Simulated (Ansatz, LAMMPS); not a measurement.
# Relaxing a frame of liquid (Cs,Li)(Br,Cl) from 1000 K (118 atoms), part 2 of 3

Aim: bring a frame of liquid (Cs,Li)(Br,Cl) from 1000 K (118 atoms) to a nearby minimum of the energy and see what moves.

Ansatz 0.2.0; Kohn-Sham DFT, RPBE, PAW (set soft_2), plane waves.

The cell: 20 Cs, 39 Li, 41 Br and 18 Cl. The starting topology of bonds comes from the classical model. The ion parameters were fitted for water, not for melts. Sampling is at Γ alone, for a cell whose shortest periodic width is 16 Å. The levels lack spin–orbit coupling.

So far. Step 3 (Single point at the start): The r.m.s. force component of 0.32 eV/Å and the pressure of 0.76 GPa set the starting point.

**4. Relaxation**

With the cell held, the atoms are moved downhill towards a nearby minimum.

The input, input.yaml:

```yaml
crystal:
  lattice:
    - [16.3496, 0.0, 0.0]
    - [0.0, 16.3496, 0.0]
    - [0.0, 0.0, 16.3496]
  atoms:
    [... the 118 atom lines of step 3 ...]
kpoints:
  mp_grid: { grid: [1, 1, 1] }
hamiltonian:
  xc: rpbe
scf:
  occupations: { method: fixed }
output:
  forces: true
relax:
  f_tol: 0.05
  max_steps: 88
```

Launch:

```bash
ansatz run input.yaml --threads 4 --pin off --max-ram 8192MiB --backend cpu --events-out ev --progress --plain --runs-dir out
```

Numbers of over 12 decimals in the logs are rounded to 6 here.

Output:

```text
[...]
Crystal: 118 atoms, lattice volume = 4370.402 Å³
Basis set: ecut = 420 eV, 85471 PW (Γ), exchange–correlation on 240×240×240 points (8 copies of the dense FFT grid, shifted against one another)
Bands: 473, of which v1, the nominal top of the filled ones, is band 355 counted from 1 (354 counted from 0)
Symmetry: 1 space group operations
[...]
k-points: 1
[...]
SCF iter   1: F=—  HF=-255674.915126 eV  |F-HF|=—  |Δ(HF+E_count)|=         —  Δρ=1.80e-3  dr2=2.41e-1  ethr=1.77e-3  ⟨swp⟩=6.0  Hψ=1729  notcnv=0  defer=116
[...]
SCF iter   3: F=—  HF=-255674.847251 eV  |F-HF|=—  |Δ(HF+E_count)|=   3.60e-3  Δρ=2.01e-4  dr2=3.76e-3  ethr=7.80e-6  ⟨swp⟩=4.0  Hψ=540  notcnv=0  defer=109
automatic band count: iteration 3 solves 466 bands in place of 473: the levels show a gap, and the empty bands left out lie too high to hold charge; the band table lists the bands solved (type scf.n_extra_bands for more)
SCF iter   4: F=—  HF=-255674.848160 eV  |F-HF|=—  |Δ(HF+E_count)|=   9.10e-4  Δρ=5.47e-5  dr2=1.68e-4  ethr=5.29e-7  ⟨swp⟩=3.0  Hψ=785  notcnv=0  defer=109
[...]
SCF iter   6: F=-255674.848396 eV  HF=-255674.848395 eV  |F-HF|=1.08e-6  |Δ(HF+E_count)|=   1.96e-5  Δρ=3.66e-6  dr2=1.00e-6  ethr=1.87e-9  ⟨swp⟩=4.0  Hψ=1122  notcnv=0
SCF 1 converged in 6 iterations: F = -255674.848396 eV  dr2 = 1.00e-6
[...]
relax step   1: F+E_penalty+E_count = -255674.84839617 eV  Δ(F+E_penalty+E_count) = +0.000e0 eV  max|allowed force component| = 1.424e0 eV/Å  Δτ_max = 0.0000 Å  (6 SCF iters, dr2 threshold 6.25e-5 eV, accepted)
[... from here on, the SCF cycles and remarks between the steps are left out ...]
relax step   2: F+E_penalty+E_count = -255679.27381810 eV  Δ(F+E_penalty+E_count) = -4.425e0 eV  max|allowed force component| = 5.775e-1 eV/Å  Δτ_max = 0.1947 Å  (6 SCF iters, dr2 threshold 1.00e-4 eV, accepted)
relax step   3: F+E_penalty+E_count = -255681.75252228 eV  Δ(F+E_penalty+E_count) = -2.479e0 eV  max|allowed force component| = 3.300e-1 eV/Å  Δτ_max = 0.1950 Å  (6 SCF iters, dr2 threshold 2.08e-5 eV, accepted)
relax step   4: F+E_penalty+E_count = -255683.18336249 eV  Δ(F+E_penalty+E_count) = -1.431e0 eV  max|allowed force component| = 2.130e-1 eV/Å  Δτ_max = 0.1968 Å  (6 SCF iters, dr2 threshold 1.79e-5 eV, accepted)
relax step   5: F+E_penalty+E_count = -255684.08474435 eV  Δ(F+E_penalty+E_count) = -9.014e-1 eV  max|allowed force component| = 1.458e-1 eV/Å  Δτ_max = 0.1933 Å  (6 SCF iters, dr2 threshold 1.48e-5 eV, accepted)
relax step   6: F+E_penalty+E_count = -255684.64671870 eV  Δ(F+E_penalty+E_count) = -5.620e-1 eV  max|allowed force component| = 1.002e-1 eV/Å  Δτ_max = 0.1956 Å  (6 SCF iters, dr2 threshold 8.86e-6 eV, accepted)
relax step   7: F+E_penalty+E_count = -255685.06192899 eV  Δ(F+E_penalty+E_count) = -4.152e-1 eV  max|allowed force component| = 1.372e-1 eV/Å  Δτ_max = 0.1959 Å  (6 SCF iters, dr2 threshold 4.70e-6 eV, accepted)
relax step   8: F+E_penalty+E_count = -255685.31240571 eV  Δ(F+E_penalty+E_count) = -2.505e-1 eV  max|allowed force component| = 1.922e-1 eV/Å  Δτ_max = 0.1942 Å  (6 SCF iters, dr2 threshold 8.87e-6 eV, accepted)
relax step   9: F+E_penalty+E_count = -255685.49608822 eV  Δ(F+E_penalty+E_count) = -1.837e-1 eV  max|allowed force component| = 1.111e-1 eV/Å  Δτ_max = 0.1955 Å  (6 SCF iters, dr2 threshold 3.69e-5 eV, accepted)
relax step  10: F+E_penalty+E_count = -255685.64948032 eV  Δ(F+E_penalty+E_count) = -1.534e-1 eV  max|allowed force component| = 7.815e-2 eV/Å  Δτ_max = 0.1964 Å  (6 SCF iters, dr2 threshold 4.13e-6 eV, accepted)
relax step  11: F+E_penalty+E_count = -255685.75928639 eV  Δ(F+E_penalty+E_count) = -1.098e-1 eV  max|allowed force component| = 1.528e-1 eV/Å  Δτ_max = 0.1949 Å  (7 SCF iters, accepted)
relax step  12: F+E_penalty+E_count = -255685.84991414 eV  Δ(F+E_penalty+E_count) = -9.063e-2 eV  max|allowed force component| = 2.826e-1 eV/Å  Δτ_max = 0.1924 Å  (6 SCF iters, dr2 threshold 1.15e-5 eV, accepted)
relax step  13: F+E_penalty+E_count = -255685.98748162 eV  Δ(F+E_penalty+E_count) = -1.376e-1 eV  max|allowed force component| = 1.782e-1 eV/Å  Δτ_max = 0.1945 Å  (5 SCF iters, dr2 threshold 7.99e-5 eV, accepted)
relax step  14: F+E_penalty+E_count = -255686.10336878 eV  Δ(F+E_penalty+E_count) = -1.159e-1 eV  max|allowed force component| = 8.110e-2 eV/Å  Δτ_max = 0.1948 Å  (5 SCF iters, dr2 threshold 1.26e-5 eV, accepted)
relax step  15: F+E_penalty+E_count = -255686.19587894 eV  Δ(F+E_penalty+E_count) = -9.251e-2 eV  max|allowed force component| = 2.011e-1 eV/Å  Δτ_max = 0.1934 Å  (7 SCF iters, accepted)
relax step  16: F+E_penalty+E_count = -255686.28574630 eV  Δ(F+E_penalty+E_count) = -8.987e-2 eV  max|allowed force component| = 1.038e-1 eV/Å  Δτ_max = 0.1966 Å  (5 SCF iters, dr2 threshold 8.38e-6 eV, accepted)
relax step  17: F+E_penalty+E_count = -255686.37339951 eV  Δ(F+E_penalty+E_count) = -8.765e-2 eV  max|allowed force component| = 9.396e-2 eV/Å  Δτ_max = 0.1953 Å  (6 SCF iters, dr2 threshold 2.86e-6 eV, accepted)
relax step  18: F+E_penalty+E_count = -255686.45093450 eV  Δ(F+E_penalty+E_count) = -7.753e-2 eV  max|allowed force component| = 7.724e-2 eV/Å  Δτ_max = 0.1952 Å  (7 SCF iters, accepted)
relax step  19: F+E_penalty+E_count = -255686.52599448 eV  Δ(F+E_penalty+E_count) = -7.506e-2 eV  max|allowed force component| = 6.547e-2 eV/Å  Δτ_max = 0.1969 Å  (6 SCF iters, dr2 threshold 4.03e-6 eV, accepted)
relax step  20: F+E_penalty+E_count = -255686.59354023 eV  Δ(F+E_penalty+E_count) = -6.755e-2 eV  max|allowed force component| = 7.442e-2 eV/Å  Δτ_max = 0.1990 Å  (6 SCF iters, dr2 threshold 2.90e-6 eV, accepted)
relax step  21: F+E_penalty+E_count = -255686.66415141 eV  Δ(F+E_penalty+E_count) = -7.061e-2 eV  max|allowed force component| = 6.494e-2 eV/Å  Δτ_max = 0.1993 Å  (5 SCF iters, dr2 threshold 3.98e-6 eV, accepted)
relax step  22: F+E_penalty+E_count = -255686.72391211 eV  Δ(F+E_penalty+E_count) = -5.976e-2 eV  max|allowed force component| = 5.416e-2 eV/Å  Δτ_max = 0.1958 Å  (5 SCF iters, dr2 threshold 3.21e-6 eV, accepted)
relax step  23: F+E_penalty+E_count = -255686.76892445 eV  Δ(F+E_penalty+E_count) = -4.501e-2 eV  max|allowed force component| = 9.914e-2 eV/Å  Δτ_max = 0.1992 Å  (7 SCF iters, accepted)
relax step  24: F+E_penalty+E_count = -255686.82242593 eV  Δ(F+E_penalty+E_count) = -5.350e-2 eV  max|allowed force component| = 4.665e-2 eV/Å  Δτ_max = 0.2000 Å  (5 SCF iters, dr2 threshold 6.84e-6 eV, accepted)
relax step  25: F+E_penalty+E_count = -255686.82242752 eV  Δ(F+E_penalty+E_count) = -1.588e-6 eV  max|allowed force component| = 4.688e-2 eV/Å  Δτ_max = 0.0000 Å  (4 SCF iters, accepted)
relax step  26: F+E_penalty+E_count = -255686.82900251 eV  Δ(F+E_penalty+E_count) = -6.575e-3 eV  max|allowed force component| = 1.541e-1 eV/Å  Δτ_max = 0.1978 Å  (7 SCF iters, accepted)
relax step  27: F+E_penalty+E_count = -255686.85880782 eV  Δ(F+E_penalty+E_count) = -2.981e-2 eV  max|allowed force component| = 6.003e-2 eV/Å  Δτ_max = 0.2000 Å  (5 SCF iters, dr2 threshold 2.37e-5 eV, accepted)
relax step  28: F+E_penalty+E_count = -255686.89188973 eV  Δ(F+E_penalty+E_count) = -3.308e-2 eV  max|allowed force component| = 7.648e-2 eV/Å  Δτ_max = 0.1940 Å  (7 SCF iters, accepted)
relax step  29: F+E_penalty+E_count = -255686.92980332 eV  Δ(F+E_penalty+E_count) = -3.791e-2 eV  max|allowed force component| = 7.346e-2 eV/Å  Δτ_max = 0.1906 Å  (7 SCF iters, accepted)
relax step  30: F+E_penalty+E_count = -255686.96912072 eV  Δ(F+E_penalty+E_count) = -3.932e-2 eV  max|allowed force component| = 6.163e-2 eV/Å  Δτ_max = 0.1924 Å  (5 SCF iters, dr2 threshold 4.98e-6 eV, accepted)
relax step  31: F+E_penalty+E_count = -255687.00394129 eV  Δ(F+E_penalty+E_count) = -3.482e-2 eV  max|allowed force component| = 6.977e-2 eV/Å  Δτ_max = 0.1954 Å  (6 SCF iters, dr2 threshold 2.67e-6 eV, accepted)
relax step  32: F+E_penalty+E_count = -255687.04151704 eV  Δ(F+E_penalty+E_count) = -3.758e-2 eV  max|allowed force component| = 7.044e-2 eV/Å  Δτ_max = 0.1951 Å  (6 SCF iters, dr2 threshold 3.43e-6 eV, accepted)
relax step  33: F+E_penalty+E_count = -255687.07538379 eV  Δ(F+E_penalty+E_count) = -3.387e-2 eV  max|allowed force component| = 6.720e-2 eV/Å  Δτ_max = 0.1927 Å  (5 SCF iters, dr2 threshold 4.96e-6 eV, accepted)
relax step  34: F+E_penalty+E_count = -255687.10653947 eV  Δ(F+E_penalty+E_count) = -3.116e-2 eV  max|allowed force component| = 6.336e-2 eV/Å  Δτ_max = 0.1929 Å  (5 SCF iters, dr2 threshold 4.11e-6 eV, accepted)
relax step  35: F+E_penalty+E_count = -255687.12631695 eV  Δ(F+E_penalty+E_count) = -1.978e-2 eV  max|allowed force component| = 4.163e-2 eV/Å  Δτ_max = 0.1967 Å  (5 SCF iters, dr2 threshold 3.57e-6 eV, accepted)
relax step  36: F+E_penalty+E_count = -255687.12631750 eV  Δ(F+E_penalty+E_count) = -5.564e-7 eV  max|allowed force component| = 4.166e-2 eV/Å  Δτ_max = 0.0000 Å  (3 SCF iters, accepted)
relax step  37: F+E_penalty+E_count = -255687.13214839 eV  Δ(F+E_penalty+E_count) = -5.831e-3 eV  max|allowed force component| = 5.148e-2 eV/Å  Δτ_max = 0.1199 Å  (6 SCF iters, accepted)
relax step  38: F+E_penalty+E_count = -255687.13696726 eV  Δ(F+E_penalty+E_count) = -4.819e-3 eV  max|allowed force component| = 3.662e-2 eV/Å  Δτ_max = 0.2000 Å  (6 SCF iters, dr2 threshold 2.65e-6 eV, accepted)
relax step  39: F+E_penalty+E_count = -255687.13696735 eV  Δ(F+E_penalty+E_count) = -9.208e-8 eV  max|allowed force component| = 3.663e-2 eV/Å  Δτ_max = 0.0000 Å  (2 SCF iters, accepted)
SCF converged after 2 iterations
Free energy (F): -255687.136967 eV
[...]
Internal energy: -255687.136967 eV  (E = F + TS)
E sigma→0 (E₀):  -255687.136967 eV
Fermi energy:    0.352039 eV
[...]
--- Forces (eV/Å), atoms counted from 1 ---
  atom   1  Cs    -0.01134237     0.00741925     0.03160858
  atom   2  Cs     0.00698646    -0.00119157     0.00681176
  atom   3  Cs     0.00339024    -0.01298860    -0.01542547
  atom   4  Cs     0.01235098    -0.00219714     0.00462353
  atom   5  Cs    -0.00317032    -0.00615450     0.02384265
  atom   6  Cs    -0.00142633    -0.01776360     0.02915195
  atom   7  Cs    -0.00491109     0.01524784    -0.01448351
  atom   8  Cs    -0.00070898     0.00452885    -0.01851218
  atom   9  Cs    -0.00537414    -0.00473445    -0.01318898
  atom  10  Cs    -0.00324809     0.00031903    -0.00910844
  atom  11  Cs    -0.01390950    -0.02156609     0.01451918
  atom  12  Cs    -0.00326362    -0.01812669    -0.01005002
  atom  13  Cs     0.00527675     0.00207103     0.00613876
  atom  14  Cs    -0.00235296    -0.01782116     0.03247220
[...]
atom 117  Cl    -0.00280363     0.00346832     0.00717618
  atom 118  Cl    -0.00995654     0.00972173     0.00574149
  max |Σ_I F_I| component: 6.66e-5 eV/Å
--- Relaxed structure (39 steps of the walk, 39 accepted, 0 SCFs on fresh bases) ---
  F+E_penalty+E_count = -255687.13696735 eV   max|allowed force component| = 3.663e-2 eV/Å
  atoms:
    - { symbol: Cs, position: [0.616903, 0.621154, 0.840058] }
    - { symbol: Cs, position: [0.211644, 1.064011, 0.471513] }
    - { symbol: Cs, position: [0.572768, 0.339783, 0.526738] }
    - { symbol: Cs, position: [0.709945, 0.165288, 0.113032] }
[...]
- { symbol: Cl, position: [0.093080, 0.889297, 0.098690] }
```

The job ended after 20 min (4 threads of Arm Neoverse V2, shared host; peak memory 5 GiB; 79 min of CPU time).

The steps of the relaxation (22 of 39):

| step | energy less that of the first step (eV) | largest force component (eV/Å) |
| --- | --- | --- |
| 1 | 0.0000 | 1.4237 |
| 3 | -6.9041 | 0.3300 |
| 5 | -9.2363 | 0.1458 |
| 6 | -9.7983 | 0.1002 |
| 8 | -10.4640 | 0.1922 |
| 10 | -10.8011 | 0.0781 |
| 12 | -11.0015 | 0.2826 |
| 14 | -11.2550 | 0.0811 |
| 15 | -11.3475 | 0.2011 |
| 17 | -11.5250 | 0.0940 |
| 19 | -11.6776 | 0.0655 |
| 21 | -11.8158 | 0.0649 |
| 23 | -11.9205 | 0.0991 |
| 25 | -11.9740 | 0.0469 |
| 26 | -11.9806 | 0.1541 |
| 28 | -12.0435 | 0.0765 |
| 30 | -12.1207 | 0.0616 |
| 32 | -12.1931 | 0.0704 |
| 34 | -12.2581 | 0.0634 |
| 35 | -12.2779 | 0.0416 |
| 37 | -12.2838 | 0.0515 |
| 39 | -12.2886 | 0.0366 |

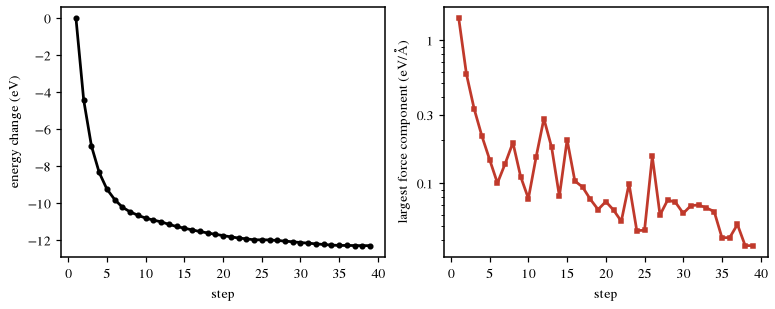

Energy and largest force along the relaxation.

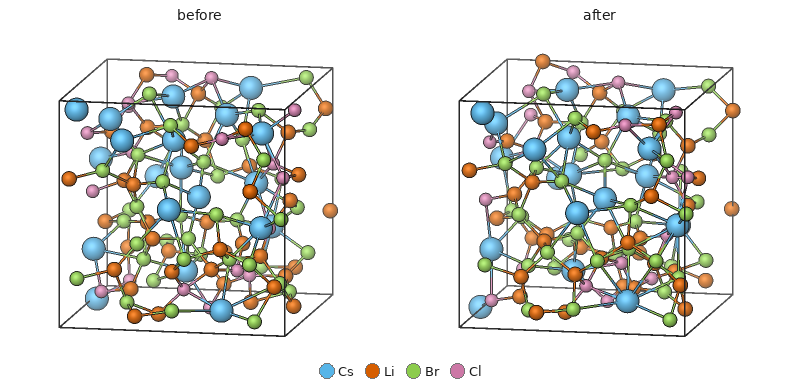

Before and after, at one scale. Bonds to atoms that aren't drawn are left out.

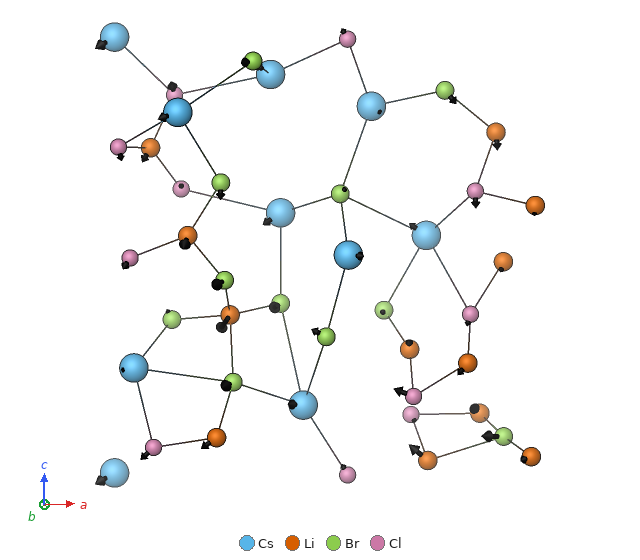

Displacements in the relaxation, scaled; the longest in the cell stands for 3.05 Å. Drawn is a slice 5 Å thick, seen along the normal of the ac plane. Bonds to atoms that aren't drawn are left out.

The atoms that moved most (Å):

| atom | dx | dy | dz | length |
| --- | --- | --- | --- | --- |
| Li54 | -0.614 | 2.639 | -1.404 | 3.051 |
| Br89 | -0.883 | -1.972 | -0.242 | 2.174 |
| Br95 | -1.551 | -1.140 | 0.132 | 1.929 |
| Br82 | -0.497 | 1.601 | -0.545 | 1.762 |
| Li28 | -0.392 | -1.504 | -0.745 | 1.724 |
| Br73 | -0.827 | -1.339 | -0.258 | 1.595 |
| Li56 | -1.182 | -0.207 | 1.014 | 1.571 |
| Br79 | 0.165 | -1.438 | -0.289 | 1.476 |

The relaxation changed the energy by -104 meV/atom, and atoms moved by 0.98 Å r.m.s., 3.1 Å at most.

**5. Distances and neighbours after relaxation**

Density 2.6 g/cm³, 37.04 Å³ an atom.

g(r), total and by pair (bins of 0.2 Å):

| r (Å) | total | Br-Br | Br-Li | Br-Cs | Br-Cl | Li-Li | Li-Cs |
| --- | --- | --- | --- | --- | --- | --- | --- |
| 2.20 | 0.24 | 0.00 | 0.00 | 0.00 | 0.00 | 0.00 | 0.00 |
| 2.40 | 2.37 | 0.00 | 3.61 | 0.00 | 0.00 | 0.00 | 0.00 |
| 2.60 | 2.52 | 0.00 | 10.29 | 0.00 | 0.00 | 0.00 | 0.00 |
| 2.80 | 0.59 | 0.00 | 2.43 | 0.00 | 0.00 | 0.00 | 0.00 |
| 3.00 | 0.06 | 0.00 | 0.00 | 0.00 | 0.00 | 0.25 | 0.00 |
| 3.20 | 0.27 | 0.00 | 0.00 | 0.00 | 0.00 | 2.50 | 0.00 |
| 3.40 | 0.32 | 0.00 | 0.00 | 0.53 | 0.00 | 0.77 | 0.00 |
| 3.60 | 1.25 | 0.00 | 0.00 | 5.20 | 0.53 | 1.43 | 0.00 |
| 3.80 | 1.05 | 0.56 | 0.00 | 3.96 | 1.30 | 1.25 | 0.60 |
| 4.00 | 1.57 | 2.83 | 0.20 | 2.41 | 2.93 | 1.72 | 1.39 |
| 4.20 | 1.58 | 3.18 | 0.36 | 0.98 | 3.20 | 1.40 | 2.91 |
| 4.40 | 1.48 | 3.31 | 0.56 | 0.43 | 1.59 | 2.35 | 3.22 |
| 4.60 | 1.02 | 1.56 | 0.72 | 0.80 | 1.00 | 1.40 | 1.70 |
| 4.80 | 0.86 | 0.90 | 0.62 | 0.64 | 0.73 | 1.09 | 1.75 |
| 5.00 | 0.99 | 0.66 | 1.08 | 0.76 | 0.66 | 0.54 | 1.60 |
| 5.20 | 0.94 | 0.53 | 1.13 | 0.54 | 0.35 | 0.93 | 1.06 |
| 5.40 | 0.92 | 0.85 | 1.11 | 0.44 | 0.80 | 0.78 | 1.00 |
| 5.60 | 0.77 | 0.66 | 1.32 | 0.47 | 0.45 | 0.36 | 0.49 |
| 5.80 | 0.79 | 0.62 | 0.96 | 0.88 | 0.77 | 0.21 | 0.99 |
| 6.00 | 0.80 | 0.29 | 1.12 | 0.65 | 0.78 | 0.63 | 1.06 |
| 6.20 | 0.95 | 0.75 | 1.39 | 0.77 | 0.37 | 0.59 | 0.69 |
| 6.40 | 1.06 | 0.66 | 1.78 | 0.67 | 1.04 | 0.73 | 0.65 |
| 6.60 | 1.11 | 0.91 | 1.15 | 1.96 | 1.03 | 0.84 | 0.76 |
| 6.80 | 1.01 | 1.02 | 1.20 | 1.46 | 1.23 | 0.83 | 0.73 |
| 7.00 | 1.04 | 1.48 | 0.75 | 1.09 | 1.30 | 1.13 | 0.91 |
| 7.20 | 1.16 | 1.03 | 0.96 | 0.94 | 1.81 | 1.62 | 0.78 |
| 7.40 | 0.92 | 1.17 | 0.70 | 0.89 | 1.11 | 1.29 | 0.57 |
| 7.60 | 1.05 | 0.97 | 0.88 | 1.14 | 1.27 | 1.19 | 1.23 |

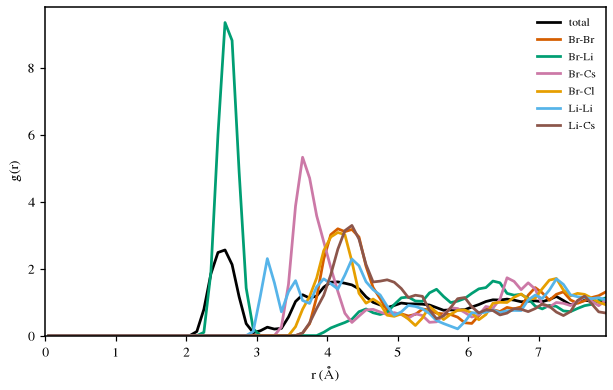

Pair distribution functions, lightly smoothed.

(Continued in part 3 of 3.)

[Logs are printed without paths, hosts, clocks, repeated set-up lines and the standing remarks that a program may print on its own settings, such as how far it seeks lower states.]

[Hosts, paths, dates, database ids (printed as entryN), source tags and the programs' standing remarks are cut or masked in the printed files.]
